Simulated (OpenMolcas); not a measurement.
## BCl$_{3}$: single-point calculation

- system: BCl$_{3}$, SMILES ClB(Cl)Cl
- method: MP2/cc-pVTZ, RHF (OpenMolcas 26.06)

The geometry comes from this level: GFN2-xTB.

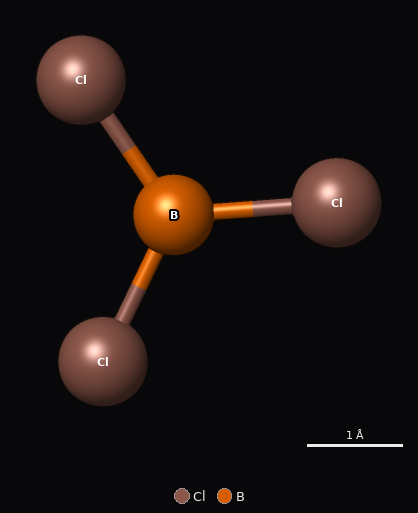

The structure (ball-and-stick view, seen on its broad side). Bond lengths as drawn: B–Cl 1.72 Å.

Input file
```
* BCl3 MP2
>>> EXPORT MOLCAS_PRINT=2

&GATEWAY
  BasLib = $CurrDir
  Coord = input.xyz
  Basis = cc-pVTZ
  Group = NoSym

&SEWARD

&SCF
  PrOrbitals = 1 1

&MBPT2
  Frozen = 18
```

File input.xyz
```
4

Cl    -0.256530     0.511960     1.625270
B      0.001870     0.001270    -0.000300
Cl     0.933950    -1.412250    -0.321330
Cl    -0.679300     0.899020    -1.303640
```

Run on 1 thread of Arm Neoverse V1, 24 GiB of memory available, shared host.

Launch command:
```bash
export MOLCAS_MEM=1860
pymolcas job.input > job.log
```

Log
```
--- Start Module: gateway ---

                                              &GATEWAY

                       available to each process: 1.9 GB of memory, 1 thread

 Basis Set     1 Label: CL.CC-PVTZ
 Basis set is read from library:.
 basistype.tbl is not found

 Basis Set     2 Label: B.CC-PVTZ
 Basis set is read from library:.
 basistype.tbl is not found

 Basis Set     3 Label: CL.CC-PVTZ
 Basis set is read from library:.
 basistype.tbl is not found

++    Symmetry information:
      ---------------------

                    Character Table for C1

                             E
                    a        1  x, y, xy, Rz, z, xz, Ry, yz, Rx, I
--

++    Basis set information:
      ----------------------

      Basis set label: CL.CC-PVTZ.........

      Electronic valence basis set:
      ------------------
      Associated Effective Charge  17.000000 au
      Associated Actual Charge     17.000000 au
      Nuclear Model: Point charge

      Shell  nPrim  nBasis  Cartesian Spherical Contaminant
         s      15       5        X
         p       9       4        X
         d       2       2                 X
         f       1       1                 X

      Basis set label: B.CC-PVTZ.........

      Electronic valence basis set:
      ------------------
      Associated Effective Charge   5.000000 au
      Associated Actual Charge      5.000000 au
      Nuclear Model: Point charge

      Shell  nPrim  nBasis  Cartesian Spherical Contaminant
         s      10       4        X
         p       5       3        X
         d       2       2                 X
         f       1       1                 X

      Basis set label: CL.CC-PVTZ.........

      Electronic valence basis set:
      ------------------
      Associated Effective Charge  17.000000 au
      Associated Actual Charge     17.000000 au
      Nuclear Model: Point charge

      Shell  nPrim  nBasis  Cartesian Spherical Contaminant
         s      15       5        X
         p       9       4        X
         d       2       2                 X
         f       1       1                 X
--

++    Molecular structure info:
      -------------------------

                    ************************************************
                    **** Cartesian Coordinates / bohr, angstrom ****
                    ************************************************

     Center  Label                x              y              z                     x              y              z
        1      CL1             -0.484771       0.967464       3.071315             -0.256530       0.511960       1.625270
        2      B2               0.003534       0.002400      -0.000567              0.001870       0.001270      -0.000300
        3      CL3              1.764910      -2.668766      -0.607226              0.933950      -1.412250      -0.321330
        4      CL4             -1.283691       1.698902      -2.463523             -0.679300       0.899020      -1.303640

                    ***************************************
                    *    InterNuclear Distances / bohr    *
                    ***************************************

               1 CL1           2 B2            3 CL3           4 CL4
    1 CL1      0.000000
    2 B2       3.256724        0.000000
    3 CL3      5.640470        3.256625        0.000000
    4 CL4      5.639832        3.255951        5.640596        0.000000

                    *******************************************
                    *    InterNuclear Distances / angstrom    *
                    *******************************************

               1 CL1           2 B2            3 CL3           4 CL4
    1 CL1      0.000000
    2 B2       1.723384        0.000000
    3 CL3      2.984808        1.723332        0.000000
    4 CL4      2.984470        1.722975        2.984875        0.000000
--

            Nuclear Potential Energy            232.02178971 au

--- Stop Module: gateway /rc=_RC_ALL_IS_WELL_ ---

--- Start Module: seward ---

                                              &SEWARD

                       available to each process: 1.9 GB of memory, 1 thread

               SEWARD will generate:
                  Multipole Moment integrals up to order  2
                  Kinetic Energy integrals
                  Nuclear Attraction integrals (point charge)
                  One-Electron Hamiltonian integrals
                  Velocity integrals
                  Orbital angular momentum around ( -0.0007  -0.0005   0.0001 )
                  Velocity quadrupole around ( -0.0007  -0.0005   0.0001 )
                  Two-Electron Repulsion integrals

                   Integrals are discarded if absolute value <: 1.00E-14
                   Integral cutoff threshold is set to       <: 1.00E-16

            Nuclear Potential Energy            232.02178971 au

      Basis set specifications :
      Symmetry species         a
      Basis functions          132

--- Stop Module: seward /rc=_RC_ALL_IS_WELL_ ---
--- Module seward spent 8 seconds ---

--- Start Module: scf ---

                                                &SCF

                       available to each process: 1.9 GB of memory, 1 thread

++    Input section:
      --------------

      Header of the integral files:

      Cartesian coordinates in angstrom:
      -----------------------------------------------------
      No.  Label        X            Y            Z
      -----------------------------------------------------
       1   CL1       -0.25653000   0.51196000   1.62527000
       2   B2         0.00187000   0.00127000  -0.00030000
       3   CL3        0.93395000  -1.41225000  -0.32133000
       4   CL4       -0.67930000   0.89902000  -1.30364000
      -----------------------------------------------------
      Nuclear repulsion energy =  232.02178971
--

++    Orbital specifications:
      -----------------------

      Symmetry species               1
                                     a
      Frozen orbitals                0
      Occupied orbitals             28
      Secondary orbitals           104
      Deleted orbitals               0
      Total number of orbitals     132
      Number of basis functions    132
--

      Molecular charge                           0.000

++    Optimization specifications:
      ----------------------------

      SCF Algorithm: Conventional
      Minimized density differences are used
      Number of density matrices in core                 5
      Maximum number of NDDO SCF iterations            400
      Maximum number of HF SCF iterations              400
      Threshold for SCF energy change             1.00E-09
      Threshold for density matrix                1.00E-04
      Threshold for Fock matrix                   1.50E-04
      Threshold for linear dependence             1.00E-09
      Threshold at which DIIS is turned on        1.50E-01
      Maximum depth in the DIIS procedure                5
      Maximum depth in the BFGS Hessian update          30
      Threshold at which QNR/C2DIIS is turned on  7.50E-02
      Threshold for Norm(delta) (QNR/C2DIIS)      1.00E-03
      All orbitals punched on: SCFORB
--

      Input vectors read from INPORB
      Orbital file label: *Guess orbitals

++ Convergence information
                                   SCF        iterations: Energy and convergence statistics

Iter     Tot. SCF        One-elec.       Two-elec.     Energy      Max Dij or  Max Fij      DNorm      TNorm      AccCon     Time
         Energy          Energy          Energy        Change      Delta Norm                                                in Sec.

 The total and one-electron energies are shifted by a value of      1000. a.u.

   1  -403.056385506 -1397.026937070   761.948761857   0.00E+00    3.07E-01*   1.24E-01*    1.04E+01   2.78E+02   None         1.
   2  -403.265713006 -1402.719908179   767.432405466  -2.09E-01*   2.87E-01*   1.17E-01*    3.19E+00   2.80E+02   EDIIS        1.
   3  -403.328664862 -1400.104864220   764.754409650  -6.30E-02*   7.23E-02*   5.45E-02*    1.11E+00   2.79E+02   EDIIS        1.
   4  -403.369716403 -1401.235928739   765.844422628  -4.11E-02*   2.20E-02*   1.55E-02*    2.35E-01   2.80E+02   c2DIIS       1.
   5  -403.374302824 -1401.008692709   765.612600179  -4.59E-03*   7.15E-03*   2.61E-03*    3.21E-02   2.80E+02   QNRc2DIIS    1.
   6  -403.374429330 -1401.000283577   765.604064540  -1.27E-04*   6.75E-03*   1.66E-03*    9.63E-03   2.80E+02   QNRc2DIIS    1.
   7  -403.374460927 -1400.996028143   765.599777509  -3.16E-05*   9.21E-04    4.15E-04*    3.59E-03   2.80E+02   QNRc2DIIS    1.
   8  -403.374463197 -1401.000509028   765.604256125  -2.27E-06*   2.24E-04    5.49E-05     4.08E-04   2.80E+02   QNRc2DIIS    1.
   9  -403.374463273 -1400.999216576   765.602963596  -7.67E-08*   2.36E-05    7.79E-06     1.56E-04   2.80E+02   QNRc2DIIS    1.
  10  -403.374463275 -1401.000106355   765.603853373  -1.46E-09*   6.89E-06    1.91E-06     7.51E-05   2.80E+02   QNRc2DIIS    1.
  11  -403.374463275 -1401.000086383   765.603833402  -1.19E-10    3.15E-06    6.08E-07     3.28E-05   2.80E+02   QNRc2DIIS    1.

       Convergence after  11 Iterations
--

 *****************************************************************************************************************************
 *                                             SCF/KS-DFT Program, Final results                                             *
 *                                                       Final Results                                                       *
 *****************************************************************************************************************************

::    Total SCF energy                              -1403.3744632749
      One-electron energy                           -2401.0000863834
      Two-electron energy                             765.6038334016
      Nuclear repulsion energy                        232.0217897069
      Kinetic energy (interpolated)                  1403.5143530404
      Virial theorem                                    0.9999003289
      Total spin, S(S+1)                                0.0000000000
      Total spin, S                                     0.0000000000
      Max non-diagonal density matrix element           0.0000021217
      Max non-diagonal Fock matrix element              0.0000003922

      All orbitals with orbital energies smaller than  E(LUMO)+0.5 are printed

++    Molecular orbitals:
      -------------------

      Title: SCF orbitals

      Molecular orbitals for symmetry species 1: a

          Orbital            1         2         3         4         5         6         7         8         9        10
          Energy         -104.8583 -104.8583 -104.8582  -10.5860  -10.5859  -10.5859   -8.0526   -8.0525   -8.0525   -8.0513
          Occ. No.          2.0000    2.0000    2.0000    2.0000    2.0000    2.0000    2.0000    2.0000    2.0000    2.0000

          Orbital           11        12        13        14        15        16        17        18        19        20
          Energy           -8.0512   -8.0512   -8.0510   -8.0509   -8.0509   -7.7662   -1.1856   -1.1215   -1.1214   -0.7067
          Occ. No.          2.0000    2.0000    2.0000    2.0000    2.0000    2.0000    2.0000    2.0000    2.0000    2.0000

          Orbital           21        22        23        24        25        26        27        28        29        30
          Energy           -0.6146   -0.6145   -0.5594   -0.4931   -0.4931   -0.4834   -0.4834   -0.4563    0.0840    0.1615
          Occ. No.          2.0000    2.0000    2.0000    2.0000    2.0000    2.0000    2.0000    2.0000    0.0000    0.0000

          Orbital           31        32        33        34        35        36        37        38        39        40
          Energy            0.2263    0.2263    0.2506    0.2762    0.2824    0.2824    0.3941    0.3941    0.4238    0.4367
          Occ. No.          0.0000    0.0000    0.0000    0.0000    0.0000    0.0000    0.0000    0.0000    0.0000    0.0000

          Orbital           41        42        43        44        45        46        47        48
          Energy            0.4367    0.5009    0.5009    0.5072    0.5073    0.5234    0.5575    0.5793
          Occ. No.          0.0000    0.0000    0.0000    0.0000    0.0000    0.0000    0.0000    0.0000

--

++    Molecular charges:
      ------------------

      Mulliken charges per centre and basis function type
      ---------------------------------------------------

                CL1     B2      CL3     CL4
      1s       5.8676  2.8256  5.8676  5.8675
      2px      3.8562  0.4247  3.7120  3.7843
      2pz      3.4534  0.6325  3.9110  3.6233
      2py      3.8549  0.5383  3.5415  3.7565
      3d2+     0.0009  0.0543  0.0086  0.0032
      3d1+     0.0076  0.0680  0.0029  0.0101
      3d0      0.0201  0.0737  0.0071  0.0080
      3d1-     0.0110  0.0814  0.0060  0.0147
      3d2-     0.0009  0.0393  0.0159  0.0046
      4f3+     0.0000  0.0023  0.0011  0.0002
      4f2+     0.0002  0.0039  0.0002  0.0005
      4f1+     0.0007  0.0052  0.0003  0.0006
      4f0      0.0014  0.0069  0.0004  0.0005
      4f1-     0.0012  0.0064  0.0006  0.0010
      4f2-     0.0002  0.0047  0.0006  0.0009
      4f3-     0.0000  0.0042  0.0006  0.0001
      Total   17.0763  4.7714 17.0763 17.0759

      N-E     -0.0763  0.2286 -0.0763 -0.0759

      Total electronic charge=   56.000000

      Total            charge=   -0.000000
--

++    Molecular properties:
      ---------------------

      Charge (e):
                      =   -0.0000
      Dipole Moment (debye):
      Origin of the operator (angstrom)=   -0.0004   -0.0003    0.0001
                   X=  3.7284E-03               Y=  3.6362E-03               Z= -2.4400E-03           Total=  5.7512E-03
      Quadrupole Moment (debye*angstrom):
      Origin of the operator (angstrom)=   -0.0004   -0.0003    0.0001
                  XX= -4.2753E+01              XY=  7.3758E-01              XZ= -5.9068E-02              YY= -4.3349E+01
                  YZ= -4.2778E-02              ZZ= -4.3845E+01
      In traceless form (debye*angstrom)
                  XX=  8.4403E-01              XY=  1.1064E+00              XZ= -8.8603E-02              YY= -5.0253E-02
                  YZ= -6.4167E-02              ZZ= -7.9378E-01
--

--- Stop Module: scf /rc=_RC_ALL_IS_WELL_ ---
--- Module scf spent 12 seconds ---

--- Start Module: mbpt2 ---

                                               &MBPT2

                       available to each process: 1.9 GB of memory, 1 thread

WARNING!
Default frozen orbitals as non valence orbitals is overwritten by user input.
Default values:  16

      Cartesian coordinates in angstrom:
      -----------------------------------------------------
      No.  Label        X            Y            Z
      -----------------------------------------------------
       1   CL1       -0.25653000   0.51196000   1.62527000
       2   B2         0.00187000   0.00127000  -0.00030000
       3   CL3        0.93395000  -1.41225000  -0.32133000
       4   CL4       -0.67930000   0.89902000  -1.30364000
      -----------------------------------------------------
      Nuclear repulsion energy =  232.02178971

      Contents of RUNFILE file:
      -------------------------

      Symmetry species                           1
                                                 a
      Number of basis functions                132
      Frozen occupied orbitals                  18
      Active occupied orbitals                  10
      Active external orbitals                 104
      Deleted external orbitals                  0

      Reference numbers of frozen occupied orbitals according to the original input sequence
      symmetry species 1                        1  2  3  4  5  6  7  8  9 10 11 12 13 14 15 16 17 18

      Energies of the active occupied orbitals

      symmetry species 1                    -1.121411     -0.706706     -0.614573     -0.614532     -0.559365
                                            -0.493135     -0.493108     -0.483442     -0.483394     -0.456338

      Energies of the active external orbitals

      symmetry species 1                     0.083957      0.161528      0.226325      0.226340      0.250618
                                             0.276235      0.282368      0.282444      0.394108      0.394129
                                             0.423836      0.436671      0.436695      0.500922      0.500948
                                             0.507248      0.507252      0.523424      0.557526      0.579333
                                             0.625645      0.625696      0.665063      0.682415      0.682456
                                             0.825761      0.825808      0.847239      0.883298      0.894491
                                             0.936789      0.939107      0.939154      1.072214      1.072328
                                             1.123535      1.123639      1.237626      1.394137      1.394198
                                             1.507966      1.672069      1.672115      1.820592      1.840449
                                             1.840508      1.925796      1.925888      1.996656      2.019721
                                             2.038429      2.038539      2.053038      2.192768      2.192798
                                             2.247628      2.247694      2.250884      2.250938      2.251041
                                             2.275873      2.316130      2.336919      2.336994      2.374656
                                             2.374677      2.378114      2.380323      2.390216      2.390242
                                             2.406890      2.406939      2.449203      2.500132      2.523306
                                             2.530237      2.530347      2.570572      2.570593      2.603130
                                             2.611934      2.612038      2.617722      2.653729      2.813964
                                             2.814098      2.847277      2.847360      2.955862      2.956272
                                             2.999983      3.283886      3.305788      3.305960      3.416510
                                             3.416836      3.580636      3.815639      3.833732      3.834104
                                             5.361634      6.039328      6.040087      7.605929

      ********************************************************************************************************
      *                                               Results                                                *
      ********************************************************************************************************

 Conventional algorithm used...

       SCF energy                           =    -1403.3744632749 a.u.
       Second-order correlation energy      =       -0.5383773096 a.u.

       Total energy                         =    -1403.9128405845 a.u.
       Reference weight ( Cref**2 )         =        0.82760

::    Total MBPT2 energy                            -1403.9128405845

       Zeroth-order energy (E0)             =     -637.7706298733 a.u.

       Shanks-type energy S1(E)             =    -1403.9132194412 a.u.

       Data processing and timing information:

       Section                                              time(sec)
                                                          CPU  Elapsed

      Input data processing                              0.02      0.04
      Transformation of integrals                        0.95      1.06
      MBPT2 calculations (BJAI)                          0.00      0.01
      Total MBPT2 calculations                           0.97      1.11

--- Stop Module: mbpt2 /rc=_RC_ALL_IS_WELL_ ---
--- Module mbpt2 spent 1 second ---

.##################.
.# Happy landing! #.
.##################.

    Timing: Wall=22.75 User=18.06 System=4.68
```

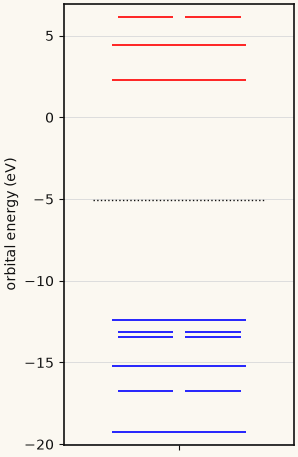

Orbital energies near the frontier (SCF reference); the dotted line parts filled from empty levels, and levels within 0.02 eV of each other stand side by side. Highest filled −12.42 eV, lowest empty 2.28 eV, 14.70 eV apart.

Results in brief

```csv
quantity,value
outcome,converged
total energy,−1403.912841 hartree
SCF energy,−1403.374463 hartree
MP2 energy,−1403.912841 hartree
correlation energy,−0.538377 hartree
basis functions,132
HOMO of the SCF reference,−12.42 eV
LUMO of the SCF reference,2.28 eV
wall time,23 s
peak memory,0.94 GiB
```
